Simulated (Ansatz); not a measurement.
**triplet C2H7NSi: levels of theory compared**

Aim: a comparison of 6 runs (UB3LYP/6-31G*, UPBE-QIDH/cc-pVDZ, UPBE0/cc-pVDZ, RPA@PBE0/cc-pVDZ, UBCCD(T)/cc-pVDZ, UCCSD(T)/cc-pVDZ) of triplet C2H7NSi. 

The calculation is run with Ansatz 0.2.0.

72 further runs of the same task are left out: 72 set aside as unsound or not needed. Runs told in other sessions of the task aren't counted.

## Step 1: The system as given

C2H7NSi: 11 atoms, total charge 0, spin state triplet. SMILES of the parent species: `C=NC[SiH3]`. Geometry: relaxed at PBE0-D4/def2-TZVP. That shape belongs to the parent species and isn't relaxed for this state.

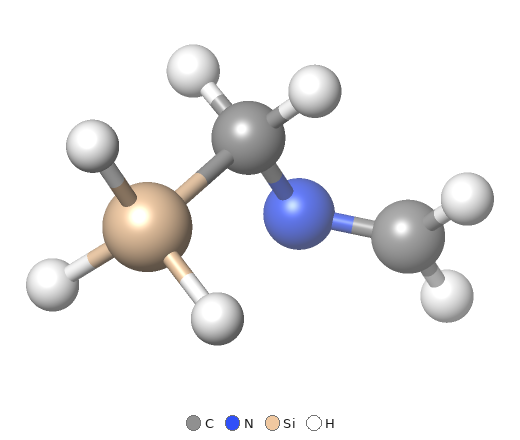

Viewed from a chosen angle; carbon grey, nitrogen blue, silicon light orange, hydrogen white.

## Step 2: A single-point energy at UB3LYP/6-31G(d) (spherical functions) (run 1)

Input file molecule.yaml:

```yaml
crystal:
  periodic: [false, false, false]
  atoms:
    - {symbol: C, position_ang: [-0.639400, 1.869300, 0.363900]}
    - {symbol: N, position_ang: [-0.998600, 0.713100, 0.018000]}
    - {symbol: C, position_ang: [-0.299000, -0.417000, 0.562600]}
    - {symbol: Si, position_ang: [0.706300, -1.257400, -0.802700]}
    - {symbol: H, position_ang: [-1.145900, 2.733500, -0.063200]}
    - {symbol: H, position_ang: [0.166900, 2.059000, 1.086600]}
    - {symbol: H, position_ang: [-1.029900, -1.151400, 0.917900]}
    - {symbol: H, position_ang: [0.365200, -0.161700, 1.404500]}
    - {symbol: H, position_ang: [1.729600, -0.311300, -1.319900]}
    - {symbol: H, position_ang: [-0.179800, -1.683000, -1.914500]}
    - {symbol: H, position_ang: [1.389900, -2.450100, -0.232400]}
basis:
  gaussian:
    orbitals: 6-31G_st_-spherical.json
total_charge: 0
magnetization:
  spin_polarized: true
  initial_magnetization: 2
hamiltonian:
  xc: {name: B3LYP}
accuracy: high
output: {orbitals: {seedname: orbitals}}
```

The basis set 6-31G* is read from a file made from the Basis Set Exchange's data (not shown).

Run with:

```sh
ansatz run molecule.yaml --threads 1 --pin off --max-ram 3480MiB --events-out events.jsonl --progress --plain --runs-dir runs
```

Log:

```text
Warning: RAYON_NUM_THREADS=1 ignored (pool sized by the plan → 1); use --threads N
Functional definition: B3LYP
  name "B3LYP"
  parameter a0 = 0.2
  parameter ax = 0.72
  parameter ac = 0.81
  exchange = (1 - a0 - ax)*slater_x + ax*b88_x + a0*exact_x
  correlation = (1 - ac)*vwn_rpa_c + ac*lyp_c
1816 factors; integrals over basis functions are off by at most 3.9e-9 eV
mean field evaluation 1: about -11545.3177 eV, gradient 3.0e1 eV
mean field evaluation 2: about -11541.0124 eV, gradient 4.0e1 eV
mean field evaluation 4: about -11550.0642 eV, gradient 3.1e0 eV
mean field evaluation 8: about -11550.3418 eV, gradient 3.1e-1 eV
mean field evaluation 16: about -11550.3425 eV, gradient 4.4e-3 eV
mean field evaluation 32: about -11550.3425 eV, gradient 4.0e-7 eV
mean field -11550.34252766 eV, -424.4672587880 hartree, gradient 4.3e-8 eV, S^2 2.005179; 2 other end points of the search recorded, 0 dependent functions left out
reference -11550.34256834 eV, -424.4672602831 hartree; 21, 19 occupied and 53, 55 virtual orbitals, 1816 factors
Total energy: -11550.34256834 eV, -424.4672602831 hartree
```

Wall time 23 s (1 thread of Arm Neoverse V2, shared host); peak memory 0.35 GiB.

## Step 3: The energy at UPBE-QIDH/cc-pVDZ (run 2)

Input file run.yaml:

```yaml
crystal:
  periodic: [false, false, false]
  atoms:
    - symbol: C
      position_ang: [-0.639400, 1.869300, 0.363900]
    - symbol: N
      position_ang: [-0.998600, 0.713100, 0.018000]
    - symbol: C
      position_ang: [-0.299000, -0.417000, 0.562600]
    - symbol: Si
      position_ang: [0.706300, -1.257400, -0.802700]
    - symbol: H
      position_ang: [-1.145900, 2.733500, -0.063200]
    - symbol: H
      position_ang: [0.166900, 2.059000, 1.086600]
    - symbol: H
      position_ang: [-1.029900, -1.151400, 0.917900]
    - symbol: H
      position_ang: [0.365200, -0.161700, 1.404500]
    - symbol: H
      position_ang: [1.729600, -0.311300, -1.319900]
    - symbol: H
      position_ang: [-0.179800, -1.683000, -1.914500]
    - symbol: H
      position_ang: [1.389900, -2.450100, -0.232400]
basis:
  gaussian: {orbitals: cc-pVDZ}
output: {orbitals: {seedname: orbitals}}
correlation: {frozen_orbitals: {C: 1, H: 0, "N": 1, Si: 5}}
magnetization: {spin_polarized: true, initial_magnetization: 2}
accuracy: high
hamiltonian: {xc: {name: PBE-QIDH}}
```

Run with:

```sh
ansatz run run.yaml --threads 1 --pin off --max-ram 3480MiB --events-out events.jsonl --progress --plain --runs-dir runs
```

Log, cut to the lines that bear on the results:

```text
Warning: RAYON_NUM_THREADS=1 ignored (pool sized by the plan → 1); use --threads N
Functional definition: PBE-QIDH
  name "PBE-QIDH"
[...]
2314 factors; integrals over basis functions are off by at most 3.8e-9 eV
[...]
mean field -11533.34506407 eV, -423.8426135227 hartree, gradient 4.8e-8 eV, S^2 2.012172; 2 other end points of the search recorded, 0 dependent functions left out
8 core orbitals not correlated: weight in the atoms' cores, before any rotation towards them, 1.000 or more for the frozen orbitals, at most 0.000 for the correlated occupied ones
reference -11533.34506516 eV, -423.8426135626 hartree; 13, 11 occupied and 74, 76 virtual orbitals, 2314 factors
second order -15.62228898 eV of doubles, -0.00000000 eV of singles
Total energy: -11538.55249482 eV, -424.0339830728 hartree
```

Run time: 41 s. Hardware: 1 thread of Arm Neoverse V2, shared host; peak memory 0.47 GiB.

Runs 3 to 5 aren't shown in full; the table further down has their settings and results.

## Step 4: The energy at UCCSD(T)/cc-pVDZ (run 6)

Input file in.yaml:

```yaml
crystal:
  periodic: [false, false, false]
  atoms:
    - {symbol: C, position_ang: [-0.639400, 1.869300, 0.363900]}
    - {symbol: "N", position_ang: [-0.998600, 0.713100, 0.018000]}
    - {symbol: C, position_ang: [-0.299000, -0.417000, 0.562600]}
    - {symbol: Si, position_ang: [0.706300, -1.257400, -0.802700]}
    - {symbol: H, position_ang: [-1.145900, 2.733500, -0.063200]}
    - {symbol: H, position_ang: [0.166900, 2.059000, 1.086600]}
    - {symbol: H, position_ang: [-1.029900, -1.151400, 0.917900]}
    - {symbol: H, position_ang: [0.365200, -0.161700, 1.404500]}
    - {symbol: H, position_ang: [1.729600, -0.311300, -1.319900]}
    - {symbol: H, position_ang: [-0.179800, -1.683000, -1.914500]}
    - {symbol: H, position_ang: [1.389900, -2.450100, -0.232400]}
basis:
  gaussian: {orbitals: cc-pVDZ}
magnetization: {spin_polarized: true, initial_magnetization: 2}
correlation: {method: ccsd_t, frozen_orbitals: {C: 1, H: 0, "N": 1, Si: 5}}
accuracy: high
scf: {omitted_lower_state_checks: [cluster_reference, increment]}
```

Run with:

```sh
ansatz run in.yaml --threads 1 --pin off --max-ram 3480MiB --events-out events.jsonl --progress --plain --runs-dir runs
```

Log, cut to the lines that bear on the results:

```text
Warning: RAYON_NUM_THREADS=1 ignored (pool sized by the plan → 1); use --threads N
Functional definition: HF
  name "HF"
[...]
2314 factors; integrals over basis functions are off by at most 3.8e-9 eV
[...]
mean field -11511.15254463 eV, -423.0270534756 hartree, gradient 2.0e-8 eV, S^2 2.018541; 5 other end points of the search recorded, 0 dependent functions left out
8 core orbitals not correlated: weight in the atoms' cores, before any rotation towards them, 1.000 or more for the frozen orbitals, at most 0.000 for the correlated occupied ones
reference -11511.15254463 eV, -423.0270534756 hartree; 13, 11 occupied and 74, 76 virtual orbitals, 2314 factors
second order -13.63480560 eV of doubles, -0.00000000 eV of singles
cycle   1  -14.78572229 eV  change    -1.2e0 eV  update   9.4e-2
[...]
cycle  35  -15.38257791 eV  change   -1.4e-9 eV  update   1.1e-9
perturbative correction -0.43856452 eV, -0.0161169488 hartree
Total energy: -11526.97368705 eV, -423.6084697358 hartree
Checks for a lower state left out: cluster_reference, increment
```

Run time: 2.7 min. Hardware: 1 thread of Arm Neoverse V2, shared host; peak memory 1.3 GiB.

## Step 5: Overview of the runs

```csv
run,level,frozen core orbitals,energy (Eh),⟨S²⟩,wall time
1,UB3LYP/6-31G* (spherical functions),–,-424.467260,2.005,23 s
2,UPBE-QIDH/cc-pVDZ,8,-424.033983,2.012,41 s
3,UPBE0/cc-pVDZ,–,-424.188215,2.006,31 s
4,RPA@PBE0/cc-pVDZ,8,-423.807779,2.006,41 s
5,UBCCD(T)/cc-pVDZ,8,-423.608659,2.019,3.4 min
6,UCCSD(T)/cc-pVDZ,8,-423.608470,2.019,2.7 min
```

## Step 6: Summary of results

| quantity | value |
| --- | --- |
| run 6: total energy | -423.60847 Eh |
| run 6: correlation energy (8 core orbitals frozen) | -581.4 mEh |
| run 6: (T) correction | -16.12 mEh |
| run 6: ⟨S²⟩ of the reference determinant | 2.019 |
| run 6: T1 diagnostic | 0.020 |

Totals of different functionals can't be ranked against each other. All runs together took 8.3 min, the longest 3.4 min.
